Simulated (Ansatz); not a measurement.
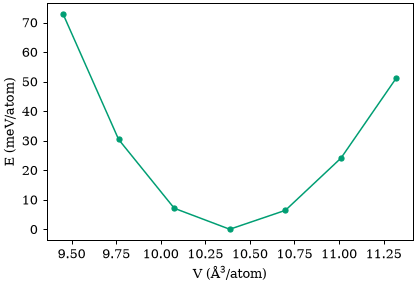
Fig. 1. Ni (fcc (Cu type), space group No. 225) under volume change, plane-wave PAW PBEsol (Ansatz code), scaled uniformly.

Problem. What does a third-order Birch–Murnaghan fit give for V₀, B₀ and B′?

Solution. V₀ = 10.39 Å³/atom, B₀ = 231 GPa, B′ = 4.8.

Space group Fm-3m (fcc (Cu type)). Symmetry was held in the PBEsol relaxation. Magnetic state: ferromagnetic, chosen from 3 collinear starts compared on coarse meshes (ties went to the first, and starts can fall back to one state), not a proven ground state. Textbook magnetic order: ferromagnetic.

Potentials: the earlier of the program's two PAW sets. The files were generated under PBE; for other functionals the program regenerates the frozen cores, and for LDA and PBEsol the local potential too.
